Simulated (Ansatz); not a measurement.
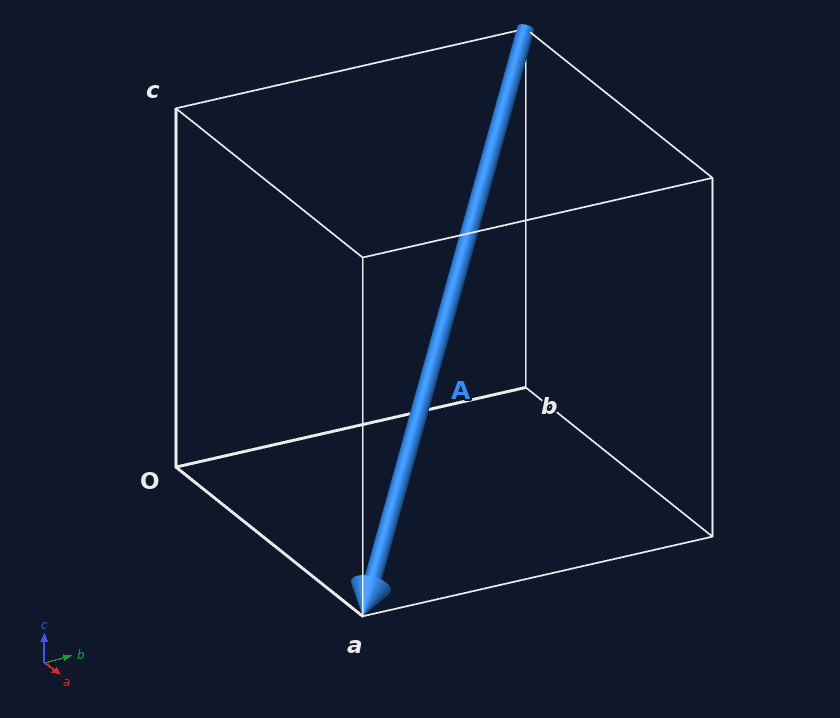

The arrow starts at a corner of the unit cell and ends on its surface; where a tip isn't a corner, dashed lines run from it parallel to the axes. Crystal: Mo, the end point of a relaxation with Ansatz 0.2.0, DFT, PAW plane waves, r2scan, spin-orbit. Geometry calculated from the standardised cell; symmetry tolerance 0.002 Å.

a = 3.155 Å, b = 3.155 Å, c = 3.155 Å, α = 90.00°, β = 90.00°, γ = 90.00°.

Question: Index the direction.

Answer: Arrow A runs from (0, 1, 1) to (1, 0, 0), so [1 −1 −1].

Question: How long is the vector ua + vb + wc?

Answer: 5.464 Å.
